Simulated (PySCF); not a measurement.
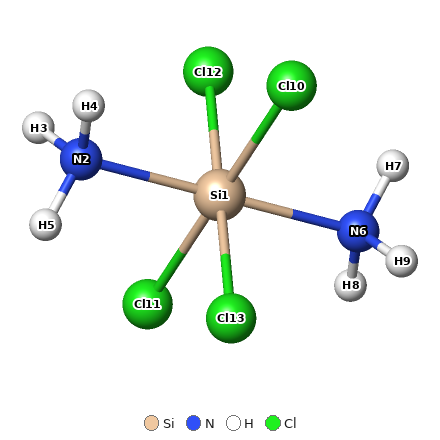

SiN₂H₆Cl₄. Vertical core-electron binding energies by ΔSCF (SCAN, pcX-2 on the ionised atom, pcseg-1 elsewhere, spin-free X2C; PySCF 2.14.0, at a PBE0-D3(BJ)/def2-SVP geometry (no frequency check)), gas phase, against the vacuum level. One atom of each kind was ionised; within a panel, areas follow the number of like atoms and 2j + 1 (2p levels are split by first-order spin-orbit coupling, an approximation), each panel is scaled alone, Gaussians of 0.4 eV full width. Only the regions named are shown.

Predict the Si 2p and Cl 2p photoelectron lines.

Answer.
| level | atoms | binding energy (eV) |
| --- | --- | --- |
| Si 2p1/2 | Si1 | 109.9 |
| Si 2p3/2 | Si1 | 109.3 |
| Cl 2p1/2 | Cl10, Cl11, Cl12, Cl13 | 206.6 |
| Cl 2p3/2 | Cl10, Cl11, Cl12, Cl13 | 205.0 |

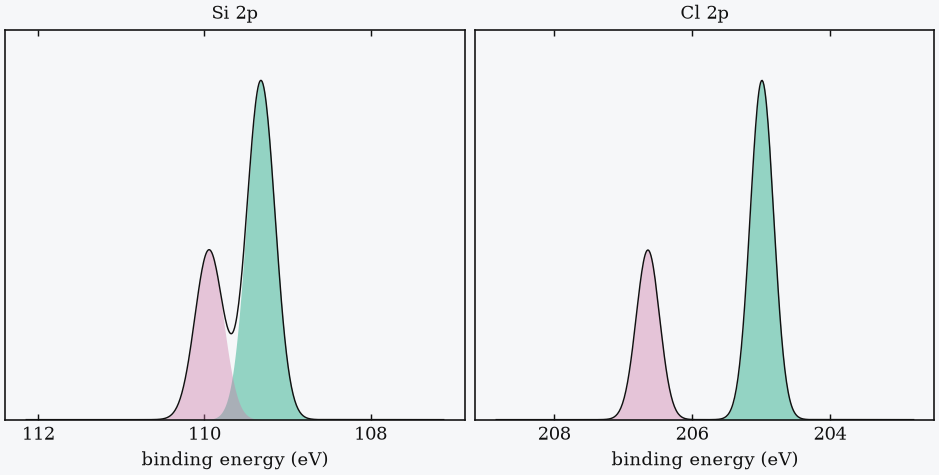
